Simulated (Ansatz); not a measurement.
## Run report: SiH2O2, phonon calculation

- system: SiH2O2
- method: RKS B3LYP/def2-SVP (Ansatz 0.2.0)

It belongs to a series of runs on one base structure; here: vibrations at the highest image of the band. Figures and captions count atoms from 1; the log counts them from 0 in places.

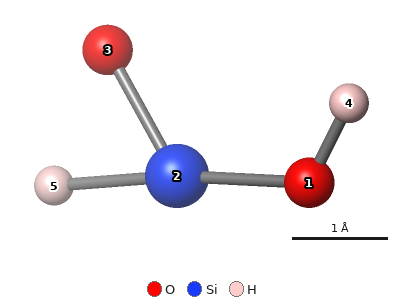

*The structure as given in the input (ball-and-stick view, seen at an oblique angle; atoms are numbered from 1 in the order of the input).*

Bond lengths as drawn: H–O 0.97 Å, H–Si 1.53 Å and O–Si 1.58 to 1.65 Å.

## Input
```yaml
crystal:
  periodic: [false, false, false]
  atoms:
    - { symbol: O, position_ang: [-1.404231, -0.23179, -0.164917] }
    - { symbol: Si, position_ang: [0.172012, -0.341493, 0.295248] }
    - { symbol: O, position_ang: [1.340447, 0.606307, -0.194506] }
    - { symbol: H, position_ang: [-1.651359, 0.4705, -0.790452] }
    - { symbol: H, position_ang: [1.59313, -0.577124, 0.813228] }
basis:
  gaussian: { orbitals: def2-SVP }
hamiltonian:
  xc: b3lyp
phonons: {}
```

Machine: 1 thread of Arm Neoverse V2, 24 GiB of memory available, shared host.

Command:
```bash
ansatz run input.yaml --threads 1 --pin off --max-ram 2048MiB --backend cpu --events-out ev --progress --plain --runs-dir out
```

## The program's output
```
Engine: ansatz 0.2.0, aarch64-unknown-linux-gnu
Functional definition: B3LYP
  parameter a0 = 0.2
  parameter ax = 0.72
  parameter ac = 0.81
  exchange = (1 - a0 - ax)*slater_x + ax*b88_x + a0*exact_x
  correlation = (1 - ac)*vwn_rpa_c + ac*lyp_c
560 factors; integrals over basis functions are off by at most 3.6e-4 eV
mean field evaluation 1: about -11986.0341 eV, gradient 7.7e1 eV
mean field evaluation 2: about -11898.6672 eV, gradient 1.8e2 eV
mean field evaluation 4: about -11997.2693 eV, gradient 1.3e1 eV
mean field evaluation 8: about -11997.5952 eV, gradient 1.3e-1 eV
mean field evaluation 16: about -11997.5920 eV, gradient 2.3e-5 eV
mean field -11997.59201233 eV, -440.9033741933 hartree, gradient 2.3e-5 eV, S^2 0.000000; 0 other end points of the search recorded, 0 dependent functions left out
the calculation of the forces begins
reference -11997.59220174 eV, -440.9033811537 hartree; 16, 16 occupied and 40, 40 virtual orbitals, 560 factors
these checks for a lower state are left out or cut short: stability, starts, cluster_reference, orbital_swaps, neighbouring_geometries, increment
560 factors; integrals over basis functions are off by at most 3.6e-4 eV
mean field -11997.59189769 eV, -440.9033699802 hartree, gradient 1.5e-6 eV, S^2 0.000000; 0 other end points of the search recorded, 0 dependent functions left out
[... from here on the field's lines of each further geometry are left out, up to the last ...]
the calculation of the forces begins
reference -11997.59220258 eV, -440.9033811846 hartree; 16, 16 occupied and 40, 40 virtual orbitals, 560 factors
these checks for a lower state are left out or cut short: stability, starts, cluster_reference, orbital_swaps, neighbouring_geometries, increment
560 factors; integrals over basis functions are off by at most 3.6e-4 eV
mean field evaluation 192: about -11997.5920 eV, gradient 6.6e-2 eV
mean field -11997.59200629 eV, -440.9033739711 hartree, gradient 1.5e-6 eV, S^2 0.000000; 0 other end points of the search recorded, 0 dependent functions left out
the calculation of the forces begins
reference -11997.59219569 eV, -440.9033809315 hartree; 16, 16 occupied and 40, 40 virtual orbitals, 560 factors
WARN: phonons: modes at or below zero, which the zero-point energy, F, S and C_V leave out: 1, the lowest at -1380.88 cm⁻¹. A minimum has none, and a first-order saddle one
Total energy: -11997.59220174 eV, -440.9033811537 hartree
Atom 0 at    -1.404231    -0.231790    -0.164917 Å, force    -0.006859     0.017646    -0.016239 eV/Å
Atom 1 at     0.172012    -0.341493     0.295248 Å, force     0.001296     0.001844    -0.000997 eV/Å
Atom 2 at     1.340447     0.606307    -0.194506 Å, force    -0.004316    -0.000088    -0.001109 eV/Å
Atom 3 at    -1.651359     0.470500    -0.790452 Å, force     0.009382    -0.017922     0.016962 eV/Å
Atom 4 at     1.593130    -0.577124     0.813228 Å, force     0.000498    -0.001480     0.001384 eV/Å
Dipole moment:    -0.345812    -0.079103    -0.018195 e Å
Vibrations: -1380.88 52.59 283.74 377.76 696.29 875.12 1128.22 2114.76 3761.15 cm⁻¹, zero-point energy 0.575883 eV
```

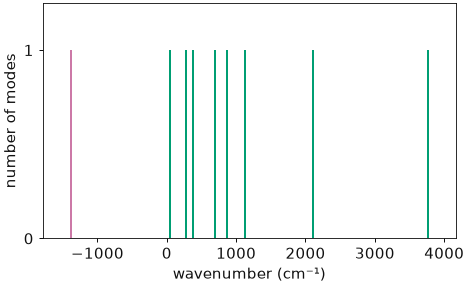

*Harmonic vibrational wavenumbers from the force constants; neighbouring modes closer than 23 cm⁻¹ are counted in one stick, and imaginary ones are drawn at negative wavenumbers.*

9 modes from 1381i to 3761 cm⁻¹, 1 imaginary beyond 8i (1381i cm⁻¹): a first-order saddle point, if the geometry is stationary.

## Key numbers

```csv
quantity,value
outcome,converged
total energy,−11997.5922 eV
mean-field energy,−11997.5922 eV
largest force (length of the vector),0.026 eV/Å
wall time,20 s
peak memory,0.098 GiB
```
